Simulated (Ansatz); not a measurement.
# One shape, several levels: doublet CH4Si+

Wanted: a comparison of 6 runs (UHF/STO-3G, U-r2SCAN/STO-3G, UCAM-B3LYP/STO-3G, USVWN5/STO-3G, UMP2/STO-3G, UCCSDT(Q)/STO-3G) of doublet CH4Si+. 

The results are computed with Ansatz 0.2.0.

43 further runs of the same task are left out: 43 set aside as unsound or not needed.

### Step 1. The structure to begin with

CH4Si+: 6 atoms, total charge +1, spin state doublet. SMILES of the parent species: `C=[SiH2]`. Geometry: relaxed at GFN2-xTB. That shape belongs to the parent species and isn't relaxed for this state.

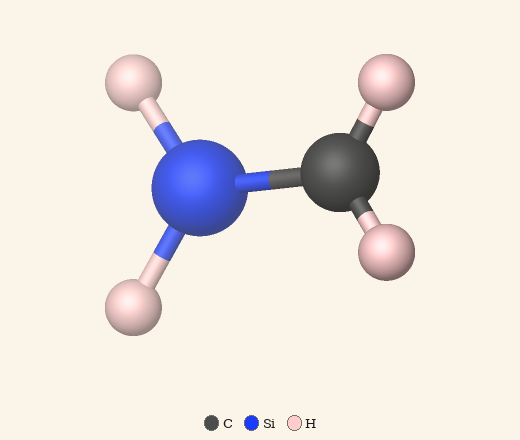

Viewed from a chosen angle; carbon dark grey, silicon blue, hydrogen pink.

### Step 2. A single-point energy at UHF/STO-3G (run 1)

The input, job.yaml:

```yaml
crystal:
  periodic: [false, false, false]
  atoms:
    - symbol: C
      position_ang: [-0.738690, -0.547160, -0.265100]
    - symbol: Si
      position_ang: [0.611270, 0.451760, 0.218260]
    - symbol: H
      position_ang: [-1.408510, -0.996610, 0.448130]
    - symbol: H
      position_ang: [-0.962920, -0.758160, -1.296740]
    - symbol: H
      position_ang: [0.952980, 0.765970, 1.600750]
    - symbol: H
      position_ang: [1.545870, 1.084200, -0.705300]
basis:
  gaussian: {orbitals: STO-3G}
total_charge: 1
magnetization: {spin_polarized: true, initial_magnetization: 1}
hamiltonian: {xc: hf}
accuracy: high
```

Started as:

```sh
$ ansatz run job.yaml --threads 1 --pin off --max-ram 2610MiB --events-out events.jsonl --progress --plain --runs-dir runs
```

The log of the run:

```text
Warning: RAYON_NUM_THREADS=1 ignored (pool sized by the plan → 1); use --threads N
Functional definition: HF
  name "HF"
  exchange = exact_x
  correlation = 0
310 factors; integrals over basis functions are off by at most 1.1e-8 eV
mean field evaluation 1: about -8844.7745 eV, gradient 8.0e0 eV
mean field evaluation 2: about -8844.7845 eV, gradient 8.0e0 eV
mean field evaluation 4: about -8845.3039 eV, gradient 9.4e-1 eV
mean field evaluation 8: about -8845.3238 eV, gradient 9.4e-3 eV
mean field -8845.32376715 eV, -325.0596528670 hartree, gradient 6.5e-8 eV, S^2 0.759683; 0 other end points of the search recorded, 0 dependent functions left out
reference -8845.32376715 eV, -325.0596528670 hartree; 12, 11 occupied and 6, 7 virtual orbitals, 310 factors
Total energy: -8845.32376715 eV, -325.0596528670 hartree
```

Run time: 0.12 s. Hardware: 1 thread of Arm Neoverse V1, shared host.

### Step 3. A single-point energy at U-r2SCAN/STO-3G (run 2)

The input, in.yaml:

```yaml
crystal:
  periodic: [false, false, false]
  atoms:
    - {symbol: C, position_ang: [-0.738690, -0.547160, -0.265100]}
    - {symbol: Si, position_ang: [0.611270, 0.451760, 0.218260]}
    - {symbol: H, position_ang: [-1.408510, -0.996610, 0.448130]}
    - {symbol: H, position_ang: [-0.962920, -0.758160, -1.296740]}
    - {symbol: H, position_ang: [0.952980, 0.765970, 1.600750]}
    - {symbol: H, position_ang: [1.545870, 1.084200, -0.705300]}
basis:
  gaussian:
    orbitals: STO-3G
total_charge: 1
magnetization:
  spin_polarized: true
  initial_magnetization: 1
hamiltonian:
  xc: r2scan
accuracy: high
```

Started as:

```sh
$ ansatz run in.yaml --threads 1 --pin off --max-ram 2610MiB --events-out events.jsonl --progress --plain --runs-dir runs
```

The log of the run:

```text
Warning: RAYON_NUM_THREADS=1 ignored (pool sized by the plan → 1); use --threads N
Functional definition: r2SCAN
  name "r2SCAN"
  parameter k0 = 0.174
  parameter k1 = 0.065
  parameter a1 = 4.9479
  exchange = r2scan_x(k0 = k0, k1 = k1, a1 = a1)
  correlation = r2scan_c
310 factors; integrals over basis functions are off by at most 1.1e-8 eV
mean field evaluation 1: about -8863.7356 eV, gradient 1.5e1 eV
mean field evaluation 2: about -8861.5372 eV, gradient 2.2e1 eV
mean field evaluation 4: about -8865.4111 eV, gradient 4.3e-1 eV
mean field evaluation 8: about -8865.3573 eV, gradient 4.0e-3 eV
mean field evaluation 16: about -8865.3573 eV, gradient 3.6e-7 eV
mean field -8865.35727479 eV, -325.7958706936 hartree, gradient 1.7e-8 eV, S^2 0.753858; 0 other end points of the search recorded, 0 dependent functions left out
reference -8865.35727570 eV, -325.7958707270 hartree; 12, 11 occupied and 6, 7 virtual orbitals, 310 factors
Total energy: -8865.35727570 eV, -325.7958707270 hartree
```

Run time: 4.2 s. Hardware: 1 thread of Arm Neoverse V1, shared host; peak memory 0.22 GiB.

Runs 3 to 5 aren't shown in full; the table further down has their settings and results.

### Step 4. A single-point energy at UCCSDT(Q)/STO-3G (run 6)

The input, in.yaml:

```yaml
basis:
  gaussian: {orbitals: STO-3G}
crystal:
  periodic: [false, false, false]
  atoms:
    - symbol: C
      position_ang: [-0.738690, -0.547160, -0.265100]
    - symbol: Si
      position_ang: [0.611270, 0.451760, 0.218260]
    - symbol: H
      position_ang: [-1.408510, -0.996610, 0.448130]
    - symbol: H
      position_ang: [-0.962920, -0.758160, -1.296740]
    - symbol: H
      position_ang: [0.952980, 0.765970, 1.600750]
    - symbol: H
      position_ang: [1.545870, 1.084200, -0.705300]
total_charge: 1
magnetization: {spin_polarized: true, initial_magnetization: 1}
correlation: {method: ccsdt_q, frozen_orbitals: {C: 1, H: 0, Si: 5}}
accuracy: high
scf: {omitted_lower_state_checks: [cluster_reference, increment]}
```

Started as:

```sh
$ ansatz run in.yaml --threads 1 --pin off --max-ram 2610MiB --events-out events.jsonl --progress --plain --runs-dir runs
```

The log of the run:

```text
Warning: RAYON_NUM_THREADS=1 ignored (pool sized by the plan → 1); use --threads N
[... 4 set-up lines as earlier in the session ...]
these checks for a lower state are left out or cut short: cluster_reference, increment
310 factors; integrals over basis functions are off by at most 1.1e-8 eV
mean field evaluation 1: about -8844.7745 eV, gradient 8.0e0 eV
mean field evaluation 2: about -8844.7845 eV, gradient 8.0e0 eV
mean field evaluation 4: about -8845.3039 eV, gradient 9.4e-1 eV
mean field evaluation 8: about -8845.3238 eV, gradient 9.4e-3 eV
mean field -8845.32376715 eV, -325.0596528670 hartree, gradient 6.5e-8 eV, S^2 0.759683; 0 other end points of the search recorded, 0 dependent functions left out
6 core orbitals not correlated: weight in the atoms' cores, before any rotation towards them, 0.999 or more for the frozen orbitals, at most 0.000 for the correlated occupied ones
reference -8845.32376715 eV, -325.0596528670 hartree; 6, 5 occupied and 6, 7 virtual orbitals, 310 factors
second order -2.01682336 eV of doubles, -0.00000000 eV of singles
cycle   1  -2.54805842 eV  change   -5.3e-1 eV  update   6.6e-2
cycle   2  -2.88487733 eV  change   -3.4e-1 eV  update   3.1e-2
cycle   3  -2.91644447 eV  change   -3.2e-2 eV  update   1.1e-2
cycle   4  -2.92153017 eV  change   -5.1e-3 eV  update   4.9e-3
cycle   5  -2.91938863 eV  change    2.1e-3 eV  update   1.5e-3
cycle   6  -2.91864684 eV  change    7.4e-4 eV  update   5.8e-4
cycle   7  -2.91839662 eV  change    2.5e-4 eV  update   2.3e-4
cycle   8  -2.91841641 eV  change   -2.0e-5 eV  update   8.3e-5
cycle   9  -2.91843489 eV  change   -1.8e-5 eV  update   3.6e-5
cycle  10  -2.91842680 eV  change    8.1e-6 eV  update   1.3e-5
cycle  11  -2.91842631 eV  change    4.9e-7 eV  update   4.9e-6
cycle  12  -2.91842502 eV  change    1.3e-6 eV  update   2.0e-6
cycle  13  -2.91842565 eV  change   -6.4e-7 eV  update   8.1e-7
cycle  14  -2.91842594 eV  change   -2.9e-7 eV  update   3.2e-7
cycle  15  -2.91842597 eV  change   -2.7e-8 eV  update   1.3e-7
cycle  16  -2.91842594 eV  change    2.7e-8 eV  update   5.7e-8
cycle  17  -2.91842594 eV  change    1.5e-9 eV  update   3.1e-8
cycle  18  -2.91842596 eV  change   -2.3e-8 eV  update   2.0e-8
cycle  19  -2.91842571 eV  change    2.6e-7 eV  update   5.5e-8
cycle  20  -2.91842563 eV  change    8.1e-8 eV  update   2.3e-8
cycle  21  -2.91842559 eV  change    3.4e-8 eV  update   9.4e-9
cycle  22  -2.91842559 eV  change    5.9e-9 eV  update   3.6e-9
cycle  23  -2.91842559 eV  change   6.5e-10 eV  update   1.4e-9
cycle  24  -2.91842559 eV  change  -1.0e-10 eV  update  7.2e-10
perturbative correction -0.00194621 eV, -0.0000715217 hartree
Total energy: -8848.24413894 eV, -325.1669745508 hartree
Checks for a lower state left out: cluster_reference, increment
```

Wall time 0.89 s (1 thread of Arm Neoverse V1, shared host).

### Step 5. The series

| run | level | frozen core orbitals | energy (Eh) | ⟨S²⟩ | wall time |
| --- | --- | --- | --- | --- | --- |
| 1 | UHF/STO-3G | – | -325.059653 | 0.760 | 0.12 s |
| 2 | U-r2SCAN/STO-3G | – | -325.795871 | 0.754 | 4.2 s |
| 3 | UCAM-B3LYP/STO-3G | – | -325.792359 | 0.752 | 2.3 s |
| 4 | USVWN5/STO-3G | – | -324.245355 | 0.752 | 1 s |
| 5 | UMP2/STO-3G | 6 | -325.133770 | 0.760 | 0.12 s |
| 6 | UCCSDT(Q)/STO-3G | 6 | -325.166975 | 0.760 | 0.89 s |

### Step 6. What came out

| quantity | value |
| --- | --- |
| run 6: total energy | -325.16697 Eh |
| run 6: correlation energy (6 core orbitals frozen) | -107.3 mEh |
| run 6: ⟨S²⟩ of the reference determinant | 0.760 |
| run 6: T1 diagnostic | 0.018 |

What this shows: Below the UHF energy at the same shape and in the same basis (STO-3G): UMP2 -74.1 mEh; UCCSDT(Q) -107.3 mEh. Totals of different functionals can't be ranked against each other. In runs 1, 2, 3, 4, 5, 6 the basis is minimal, so the values are rough. All runs together took 8.6 s, the longest 4.2 s.
